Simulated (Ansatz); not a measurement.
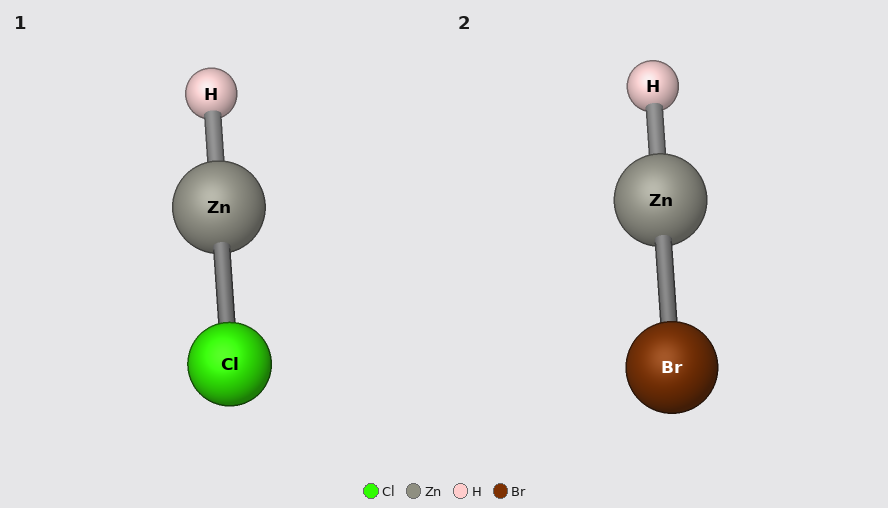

2 molecules with one skeleton, seen from the same side and at one scale. Each species is neutral and a spin singlet. Computed geometries: PBE0-D4/def2-TZVP optimisations, one conformation each. Properties computed with Ansatz 0.2.0.

One atom differs, called X below: Cl in panel 1, Br in panel 2. Their formulas are ClHZn (`[Cl][ZnH]`), BrHZn (`[ZnH][Br]`).

### In which is the harmonic X–Zn stretching wavenumber higher (PBE0-D4/def2-TZVP)?

In panel 1 (X = Cl).

### In which is the dipole moment larger (ωB97M-V/def2-TZVPP)?

In panel 1 (X = Cl).

Give the values. With PBE0-D4/def2-TZVP: length of X–Zn (Å), angle X–Zn–H (°), harmonic X–Zn stretching wavenumber (cm⁻¹). With ωB97M-V/def2-TZVPP: dipole moment (D), HOMO energy (Kohn–Sham orbital) (eV), HOMO–LUMO gap (eV), vertical ionisation energy (eV).

```json
{"quantity": "length of X–Zn (Å)", "1 (Cl)": "2.102", "2 (Br)": "2.242", "2 − 1": "+0.140"}
{"quantity": "angle X–Zn–H (°)", "1 (Cl)": "180.0", "2 (Br)": "180.0", "2 − 1": "0.0"}
{"quantity": "dipole moment (D)", "1 (Cl)": "1.73", "2 (Br)": "1.62", "2 − 1": "−0.11"}
{"quantity": "HOMO energy (Kohn–Sham orbital) (eV)", "1 (Cl)": "−11.18", "2 (Br)": "−10.58", "2 − 1": "+0.60"}
{"quantity": "HOMO–LUMO gap (eV)", "1 (Cl)": "11.96", "2 (Br)": "11.29", "2 − 1": "−0.67"}
{"quantity": "vertical ionisation energy (eV)", "1 (Cl)": "11.60", "2 (Br)": "10.83", "2 − 1": "−0.77"}
{"quantity": "harmonic X–Zn stretching wavenumber (cm⁻¹)", "1 (Cl)": "423", "2 (Br)": "312", "2 − 1": "−111"}
```
